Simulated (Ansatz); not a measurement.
# Is the response still linear at 0.4 V/Å? W(110), 6 layers

The dipole of a slab grows in proportion to a weak field along its normal. Does the weak-field slope carry to a strong field?

**Method.** Ansatz 0.2.0, plane waves with PAW datasets (its set soft_2), PBE; atoms held at bulk places, 18 Å of vacuum, dipole correction, cell area 7.06 Å², 20×20 k-points, smearing 0.1 eV. Without field the slab has no gap over 0.05 eV.

```
  run  field (V/Å)  dipole (e·Å)
run 1        −0.10      −0.05908
run 2        −0.05      −0.02954
run 3         0.00       0.00000
run 4         0.05       0.02954
run 5         0.10       0.05908
run 6         0.40             ?
```

Q: Estimate the withheld value from the rows shown.

A least-squares line through the 5 rows shown has slope 0.590800 and intercept 0.000000; no row lies more than 0.00001 e·Å off it. A perfect conductor with that slope would be 180.95 × 0.59080 / 7.06 = 15.14 Å thick. At 0.40 it gives 0.590800 × 0.40 + 0.000000 = 0.23632 e·Å, beyond the rows fitted. Rounding and scatter of the rows alone allow about ±0.00002 e·Å there.

The run itself gives 0.23646 e·Å: a miss of +0.00014 e·Å. That is under 1 % of the induced dipole, so the response is still linear.

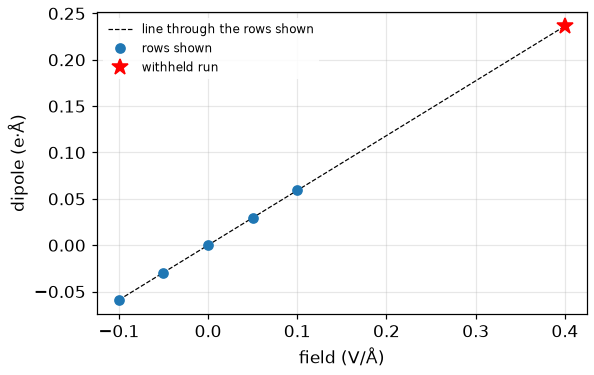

The fit and the withheld run.

**Limits.** Ions are held, so this is the electronic response. Of the series that stay linear within 1 %, this collection keeps about one in seven, and it keeps all that bend. Spin-orbit coupling is left out, which changes the bands of elements this heavy.

[Logs are printed without paths, hosts, clocks, repeated set-up lines and the standing remarks that a program may print on its own settings, such as how far it seeks lower states.]
